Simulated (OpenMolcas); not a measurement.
# GaCl3 (gallium trichloride (monomer)) at 6 levels

Wanted: a comparison of 6 runs (HF/3-21G, B2PLYP/aug-cc-pVDZ, M06-L/aug-cc-pVDZ, PBE/aug-cc-pVDZ, TPSS/aug-cc-pVDZ, CCSD(T)/aug-cc-pVDZ) of GaCl3 (gallium trichloride (monomer)). 

The results are computed with OpenMolcas 26.06.

1 further run of the same task is left out (set aside as unsound or not needed).

### 1 Starting point

GaCl3 has 4 atoms, charge 0, and is taken as a singlet. SMILES: `[Cl][Ga]([Cl])[Cl]`. The shape is that of a PBE0-D4/def2-TZVP optimisation.

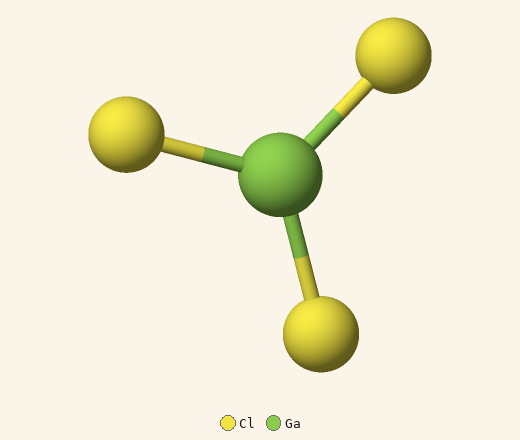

Viewed from a chosen angle; chlorine yellow, gallium green.

### 2 Energy and forces at HF/3-21G (run 1)

input.xyz reads:

```xyz
4

Cl     0.866700     0.371400     1.887500
Ga     0.013800    -0.015100    -0.005100
Cl    -0.090300    -1.995000    -0.731600
Cl    -0.734700     1.578300    -1.171100
```

run.inp reads:

```
>>> EXPORT MOLCAS_PRINT=2

&GATEWAY
 BasLib
 $CurrDir
 Coord
 input.xyz
 Basis
 3-21G
 Group
 NoSym

&SEWARD

&SCF
 Thresholds
 1e-10 1e-07 1e-07 1e-05
 PrOrbitals
 1 1

&ALASKA
```

The basis set 3-21G is read from a file made from the Basis Set Exchange's data (not shown).

The run is started by

```bash
export MOLCAS_MEM=1860
pymolcas run.inp > run.log
```

Output:

```text
--- Start Module: gateway ---
[...]
--- Stop Module: gateway /rc=_RC_ALL_IS_WELL_ ---
[...]
      Basis functions           61
[...]
--- Start Module: scf ---
[...]
       Convergence after  11 Iterations
[...]
::    Total SCF energy                              -3285.9191679897
[...]
      Total spin, S                                     0.0000000000
[...]
      Total electronic charge=   82.000000
      Total            charge=   -0.000000
[...]
      Dipole Moment (debye):
      Origin of the operator (angstrom)=    0.0139   -0.0151   -0.0051
                   X= -6.8041E-04               Y= -2.2672E-05               Z= -3.3209E-04           Total=  7.5746E-04
      Quadrupole Moment (debye*angstrom):
[...]
--- Stop Module: scf /rc=_RC_ALL_IS_WELL_ ---
[...]
--- Start Module: alaska ---
[...]
 *              Molecular gradients               *
 **************************************************
  Irreducible representation: a
 ------------------------------------------------------------------------------------------
                              X                       Y                       Z
 ------------------------------------------------------------------------------------------
  CL1              -1.23538662010780E-02   -5.60098004703313E-03   -2.74178586008915E-02
  GA2              -3.15761550408016E-06   -8.47976216512619E-06   -5.34331867989030E-06
  CL3               1.51206712140439E-03    2.86896323888826E-02    1.05311835476662E-02
  CL4               1.08449566951627E-02   -2.30801725796397E-02    1.68920183718662E-02
 ------------------------------------------------------------------------------------------
--- Stop Module: alaska /rc=_RC_ALL_IS_WELL_ ---
[...]
```

Run time: 4.8 s. Hardware: 1 thread of Intel Xeon Platinum 8259CL at 2.50GHz (Skylake/Cascade Lake), shared host; peak memory 0.4 GiB.

### 3 The energy at B2PLYP/aug-cc-pVDZ (run 2)

struct.xyz reads:

```xyz
4

Cl     0.866700     0.371400     1.887500
Ga     0.013800    -0.015100    -0.005100
Cl    -0.090300    -1.995000    -0.731600
Cl    -0.734700     1.578300    -1.171100
```

run.input reads:

```
&GATEWAY
  BasLib=$CurrDir
  Coord=struct.xyz
  Basis=aug-cc-pVDZ
  Group=NoSym

&SEWARD
  GridInput
  Grid=UltraFine
  End of Grid

&SCF
  KSDFT=B2PLYP_SCF
  Thresholds=1e-10 1e-07 1e-07 1e-05
  PrOrbitals=1 1

&MBPT2
  Frozen=24
```

The basis set aug-cc-pVDZ is read from a file made from the Basis Set Exchange's data (not shown).

The run is started by

```bash
export MOLCAS_MEM=1860
pymolcas run.input > run.log
```

Output:

```text
--- Start Module: gateway ---
[...]
--- Stop Module: gateway /rc=_RC_ALL_IS_WELL_ ---
[...]
      Basis functions          117
[...]
--- Start Module: scf ---
[...]
       Convergence after  11 Iterations
[...]
::    Total KS-DFT energy                           -3304.6072807798
[...]
      Total spin, S                                     0.0000000000
[...]
      Total electronic charge=   82.000000
      Total            charge=   -0.000000
[...]
      Dipole Moment (debye):
      Origin of the operator (angstrom)=    0.0139   -0.0151   -0.0051
                   X= -4.3863E-04               Y= -4.9022E-05               Z= -2.5832E-04           Total=  5.1139E-04
      Quadrupole Moment (debye*angstrom):
[...]
--- Stop Module: scf /rc=_RC_ALL_IS_WELL_ ---
[...]
--- Start Module: mbpt2 ---
[...]
 ###    WARNING: MP2 implementation intended for RHF references only         ###
 ###############################################################################
MBPT2 WARNING: Reference function according to RunFile:KS-DFT
I'll assume you know what you're doing and continue
WARNING!
Default frozen orbitals as non valence orbitals is overwritten by user input.
Default values:  29
[...]
       Reference weight ( Cref**2 )         =        0.75096
::    Total MBPT2 energy                            -3305.2425738815
[...]
      Total MBPT2 calculations                           1.06      1.17
--- Stop Module: mbpt2 /rc=_RC_ALL_IS_WELL_ ---
[...]
```

Wall time 40 s (1 thread of Intel Xeon Platinum 8259CL at 2.50GHz (Skylake/Cascade Lake), shared host); peak memory 0.72 GiB.

Runs 3 to 5 aren't shown in full; the table further down has their settings and results.

### 4 A single-point energy at CCSD(T)/aug-cc-pVDZ (Cholesky decomposition) (run 6)

job.inp reads:

```
* Cl3Ga CCSD(T)

&GATEWAY
 BASLIB=$CurrDir
 COORD
 4
 bohr
 Cl     1.63782563     0.70184428     3.56685806
 Ga     0.02607822    -0.02853486    -0.00963760
 Cl    -0.17064227    -3.77000362    -1.38252363
 Cl    -1.38838178     2.98255474    -2.21305826
 BASIS=aug-cc-pVDZ
 GROUP=NoSym

&SEWARD
 HIGH

&SCF
 THRESHOLDS=1e-10 1e-07 1e-07 1e-05
 PRORBITALS=1 2

&CHCC
 FROZEN=24
 THRESHOLD=1e-08
 MAXITERATIONS=80

&CHT3
 FROZEN=24
```

The basis set aug-cc-pVDZ is read from a file made from the Basis Set Exchange's data (not shown).

The run is started by

```bash
export MOLCAS_MEM=1860
pymolcas job.inp > job.log
```

Output:

```text
--- Start Module: gateway ---
[...]
--- Stop Module: gateway /rc=_RC_ALL_IS_WELL_ ---
[...]
      Basis functions          117
[...]
       Convergence after  12 Iterations
[...]
::    Total SCF energy                              -3301.9183207361
[...]
      Total spin, S                                     0.0000000000
[...]
      Total electronic charge=   82.000000
      Total            charge=   -0.000000
[...]
      Dipole Moment (debye):
      Origin of the operator (angstrom)=    0.0139   -0.0151   -0.0051
                   X= -4.9587E-04               Y= -5.1269E-05               Z= -2.7247E-04           Total=  5.6812E-04
      Quadrupole Moment (debye*angstrom):
[...]
--- Start Module: chcc ---
[...]
--- Stop Module: chcc /rc=_RC_ALL_IS_WELL_ ---
[...]
--- Start Module: cht3 ---
[...]
--- Stop Module: cht3 /rc=_RC_ALL_IS_WELL_ ---
[...]
```

Run time: 12 min. Hardware: 1 thread of Intel Xeon Platinum 8259CL at 2.50GHz (Skylake/Cascade Lake), shared host; peak memory 0.22 GiB.

### 5 All runs side by side

| run | level | task | frozen core orbitals | energy (Eh) | dipole moment (D) of the reference | HOMO energy (eV) | LUMO energy (eV) | wall time |
| --- | --- | --- | --- | --- | --- | --- | --- | --- |
| 1 | HF/3-21G | gradient | – | -3285.919168 | 0.00 | -13.19 | 0.76 | 4.8 s |
| 2 | B2PLYP/aug-cc-pVDZ | energy | 24 | -3304.778810 | 0.00 | -10.71 | -1.02 | 40 s |
| 3 | M06-L/aug-cc-pVDZ | gradient | – | -3305.548769 | 0.00 | -8.43 | -2.74 | 78 s |
| 4 | PBE/aug-cc-pVDZ | gradient | – | -3304.747143 | 0.00 | -8.07 | -3.08 | 56 s |
| 5 | TPSS/aug-cc-pVDZ | gradient | – | -3305.656049 | 0.00 | -8.18 | -2.92 | 65 s |
| 6 | CCSD(T)/aug-cc-pVDZ (Cholesky decomposition) | energy | 24 | -3302.483327 | 0.00 | -12.84 | 0.61 | 12 min |

### 6 Outcome

| quantity | value |
| --- | --- |
| run 6: total energy | -3302.48333 Eh |
| run 6: dipole moment (mean-field density) | 0.00 D |
| run 6: HOMO energy (Hartree–Fock orbitals) | -12.84 eV |
| run 6: LUMO energy (Hartree–Fock orbitals) | 0.61 eV |
| run 6: HOMO–LUMO gap (Hartree–Fock orbitals) | 13.45 eV |
| run 6: correlation energy (24 core orbitals frozen) | -565.0 mEh |
| run 6: (T) correction | -16.95 mEh |

In words: Over runs 1, 2, 3, 4, 5 the HOMO–LUMO gap runs from 5.00 eV (PBE/aug-cc-pVDZ) to 13.95 eV (HF/3-21G). The two ends differ in method and basis. For B2PLYP the log adds the whole second-order term; the table takes 0.27 of it, as the functional is defined. Totals of different functionals can't be ranked against each other. All runs together took 16 min, the longest 12 min.
